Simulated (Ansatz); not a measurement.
**One shape, several levels: C2H8OSi (SMILES CC[SiH2]O)**

Aim: a comparison of 6 runs (HF/3-21G, HF/cc-pVDZ, B3LYP/6-31G*, BHLYP/cc-pVDZ, HSE06/cc-pVDZ, revPBE/cc-pVDZ) of C2H8OSi. 

Program for the calculation: Ansatz 0.2.0.

73 further runs of the same task are left out: 73 set aside as unsound or not needed.

## Step 1: The system as given

C2H8OSi has 12 atoms, charge 0, and is taken as a singlet. SMILES: `CC[SiH2]O`. The C1–C2 distance was set to 2.748 Å, away from the relaxed value. At this shape a bond of the SMILES string is far longer than usual.

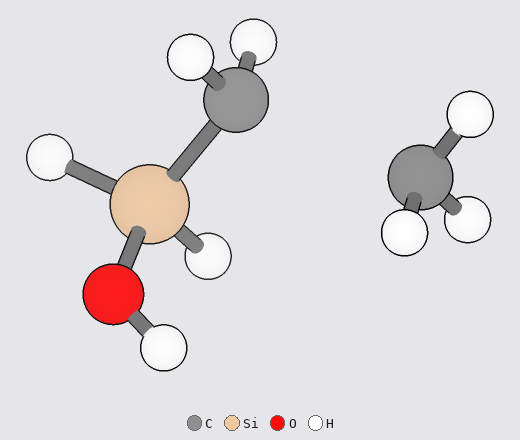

The structure, seen from a chosen angle (carbon grey, silicon light orange, oxygen red, hydrogen white).

## Step 2: The energy at HF/3-21G (run 1)

molecule.yaml reads:

```yaml
crystal:
  periodic: [false, false, false]
  atoms:
    - symbol: C
      position_ang: [-2.477139, -0.091016, -0.771212]
    - symbol: C
      position_ang: [-0.193100, -0.595200, 0.670600]
    - symbol: Si
      position_ang: [1.348100, 0.138200, -0.088600]
    - symbol: O
      position_ang: [1.258000, 1.782700, -0.229600]
    - symbol: H
      position_ang: [-2.399839, -0.477216, -1.791612]
    - symbol: H
      position_ang: [-2.674239, 0.982384, -0.839512]
    - symbol: H
      position_ang: [-3.356539, -0.551216, -0.314012]
    - symbol: H
      position_ang: [-0.292100, -0.210900, 1.691700]
    - symbol: H
      position_ang: [-0.031100, -1.675800, 0.767200]
    - symbol: H
      position_ang: [1.555800, -0.473500, -1.435500]
    - symbol: H
      position_ang: [2.530600, -0.124900, 0.769100]
    - symbol: H
      position_ang: [0.748100, 2.137600, -0.957900]
basis:
  gaussian: {orbitals: 3-21G.json}
hamiltonian: {xc: hf}
accuracy: high
output: {orbitals: {seedname: orbitals}}
```

The basis set 3-21G is read from a file made from the Basis Set Exchange's data (not shown).

Launch:

```bash
$ ansatz run molecule.yaml --threads 1 --pin off --max-ram 3480MiB --events-out events.jsonl --progress --plain --runs-dir runs
```

What it wrote:

```text
Warning: RAYON_NUM_THREADS=1 ignored (pool sized by the plan → 1); use --threads N
Functional definition: HF
  name "HF"
  exchange = exact_x
  correlation = 0
1303 factors; integrals over basis functions are off by at most 1.1e-8 eV
mean field evaluation 1: about -12015.0439 eV, gradient 3.4e1 eV
mean field evaluation 2: about -12015.3302 eV, gradient 3.4e1 eV
mean field evaluation 4: about -12017.9317 eV, gradient 2.8e0 eV
mean field evaluation 8: about -12017.9686 eV, gradient 2.0e-1 eV
mean field evaluation 16: about -12017.9689 eV, gradient 5.7e-8 eV
mean field -12017.96889832 eV, -441.6522109413 hartree, gradient 5.7e-8 eV, S^2 0.000000; 0 other end points of the search recorded, 0 dependent functions left out
reference -12017.96889832 eV, -441.6522109413 hartree; 21, 21 occupied and 35, 35 virtual orbitals, 1303 factors
Total energy: -12017.96889832 eV, -441.6522109413 hartree
```

It took 0.36 s on 1 thread of AMD EPYC 9R45 (Zen 5), shared host; peak memory 0.14 GiB.

## Step 3: A single-point energy at HF/cc-pVDZ (run 2)

job.yaml reads:

```yaml
crystal:
  periodic: [false, false, false]
  atoms:
    - {symbol: C, position_ang: [-2.477139, -0.091016, -0.771212]}
    - {symbol: C, position_ang: [-0.193100, -0.595200, 0.670600]}
    - {symbol: Si, position_ang: [1.348100, 0.138200, -0.088600]}
    - {symbol: O, position_ang: [1.258000, 1.782700, -0.229600]}
    - {symbol: H, position_ang: [-2.399839, -0.477216, -1.791612]}
    - {symbol: H, position_ang: [-2.674239, 0.982384, -0.839512]}
    - {symbol: H, position_ang: [-3.356539, -0.551216, -0.314012]}
    - {symbol: H, position_ang: [-0.292100, -0.210900, 1.691700]}
    - {symbol: H, position_ang: [-0.031100, -1.675800, 0.767200]}
    - {symbol: H, position_ang: [1.555800, -0.473500, -1.435500]}
    - {symbol: H, position_ang: [2.530600, -0.124900, 0.769100]}
    - {symbol: H, position_ang: [0.748100, 2.137600, -0.957900]}
basis:
  gaussian:
    orbitals: cc-pVDZ
hamiltonian:
  xc: hf
accuracy: high
output: {orbitals: {seedname: orbitals}}
```

Launch:

```bash
$ ansatz run job.yaml --threads 1 --pin off --max-ram 3480MiB --events-out events.jsonl --progress --plain --runs-dir runs
```

What it wrote:

```text
Warning: RAYON_NUM_THREADS=1 ignored (pool sized by the plan → 1); use --threads N
[... 4 set-up lines as earlier in the session ...]
2373 factors; integrals over basis functions are off by at most 3.9e-9 eV
mean field evaluation 1: about -12080.0915 eV, gradient 3.6e1 eV
mean field evaluation 2: about -12080.1720 eV, gradient 3.6e1 eV
mean field evaluation 4: about -12083.3571 eV, gradient 3.7e0 eV
mean field evaluation 8: about -12083.4131 eV, gradient 3.0e-1 eV
mean field evaluation 16: about -12083.4136 eV, gradient 1.1e-8 eV
mean field -12083.41358519 eV, -444.0572588237 hartree, gradient 1.1e-8 eV, S^2 0.000000; 0 other end points of the search recorded, 0 dependent functions left out
reference -12083.41358519 eV, -444.0572588237 hartree; 21, 21 occupied and 79, 79 virtual orbitals, 2373 factors
Total energy: -12083.41358519 eV, -444.0572588237 hartree
```

Run time: 1.7 s. Hardware: 1 thread of AMD EPYC 9R45 (Zen 5), shared host; peak memory 0.32 GiB.

Runs 3 to 5 aren't shown in full; the table further down has their settings and results.

## Step 4: A single-point energy at revPBE/cc-pVDZ (run 6)

molecule.yaml reads:

```yaml
basis:
  gaussian: {orbitals: cc-pVDZ}
crystal:
  periodic: [false, false, false]
  atoms:
    - {symbol: C, position_ang: [-2.477139, -0.091016, -0.771212]}
    - {symbol: C, position_ang: [-0.193100, -0.595200, 0.670600]}
    - {symbol: Si, position_ang: [1.348100, 0.138200, -0.088600]}
    - {symbol: O, position_ang: [1.258000, 1.782700, -0.229600]}
    - {symbol: H, position_ang: [-2.399839, -0.477216, -1.791612]}
    - {symbol: H, position_ang: [-2.674239, 0.982384, -0.839512]}
    - {symbol: H, position_ang: [-3.356539, -0.551216, -0.314012]}
    - {symbol: H, position_ang: [-0.292100, -0.210900, 1.691700]}
    - {symbol: H, position_ang: [-0.031100, -1.675800, 0.767200]}
    - {symbol: H, position_ang: [1.555800, -0.473500, -1.435500]}
    - {symbol: H, position_ang: [2.530600, -0.124900, 0.769100]}
    - {symbol: H, position_ang: [0.748100, 2.137600, -0.957900]}
magnetization: {spin_polarized: false}
hamiltonian: {xc: {name: revPBE}}
accuracy: high
output: {orbitals: {seedname: orbitals}}
```

Launch:

```bash
$ ansatz run molecule.yaml --threads 1 --pin off --max-ram 3480MiB --events-out events.jsonl --progress --plain --runs-dir runs
```

What it wrote:

```text
Warning: RAYON_NUM_THREADS=1 ignored (pool sized by the plan → 1); use --threads N
Functional definition: revPBE
  name "revPBE"
  parameter kappa = 1.245
  parameter beta = 0.06672455060314922
  exchange = pbe_x(kappa = kappa, mu = beta*pi^2/3)
  correlation = pbe_c(beta = beta)
2373 factors; integrals over basis functions are off by at most 3.9e-9 eV
mean field evaluation 1: about -12113.4240 eV, gradient 6.8e1 eV
mean field evaluation 2: about -12091.8927 eV, gradient 1.2e2 eV
mean field evaluation 4: about -12123.0146 eV, gradient 9.4e0 eV
mean field evaluation 8: about -12123.2875 eV, gradient 5.9e-1 eV
mean field evaluation 16: about -12123.2794 eV, gradient 5.4e-5 eV
mean field -12123.27942771 eV, -445.5223015142 hartree, gradient 9.1e-9 eV, S^2 0.000000; 0 other end points of the search recorded, 0 dependent functions left out
reference -12123.27943257 eV, -445.5223016930 hartree; 21, 21 occupied and 79, 79 virtual orbitals, 2373 factors
Total energy: -12123.27943257 eV, -445.5223016930 hartree
```

Wall time 3.3 s (1 thread of AMD EPYC 9R45 (Zen 5), shared host); peak memory 0.3 GiB.

## Step 5: The series

```
run                               level  Cartesian functions  energy (Eh)  HOMO energy (eV)  LUMO energy (eV)  HOMO–LUMO gap (eV)  wall time
  1                            HF/3-21G                   no  -441.652211             -8.57              1.29                9.85     0.36 s
  2                          HF/cc-pVDZ                   no  -444.057259             -8.63              0.97                9.60      1.7 s
  3  B3LYP/6-31G* (Cartesian functions)                  yes  -445.630201             -6.59             -2.67                3.93      2.9 s
  4                       BHLYP/cc-pVDZ                   no  -445.521812             -7.65             -1.67                5.98      4.5 s
  5                       HSE06/cc-pVDZ                   no  -445.299900             -6.58             -3.10                3.49      4.2 s
  6                      revPBE/cc-pVDZ                   no  -445.522302             -6.02             -3.52                2.50      3.3 s
```

## Step 6: What came out

| quantity | value |
| --- | --- |
| run 6: total energy | -445.52230 Eh |
| run 6: HOMO energy | -6.02 eV |
| run 6: LUMO energy | -3.52 eV |
| run 6: HOMO–LUMO gap | 2.50 eV |

What this shows: The HOMO–LUMO gap runs from 2.50 eV (revPBE/cc-pVDZ) to 9.85 eV (HF/3-21G). The two ends differ in method and basis. Totals of different functionals can't be ranked against each other. In runs 1, 2, 3, 4, 5, 6 a closed-shell determinant meets a far-stretched bond, which it describes badly. All runs together took 17 s, the longest 4.5 s.
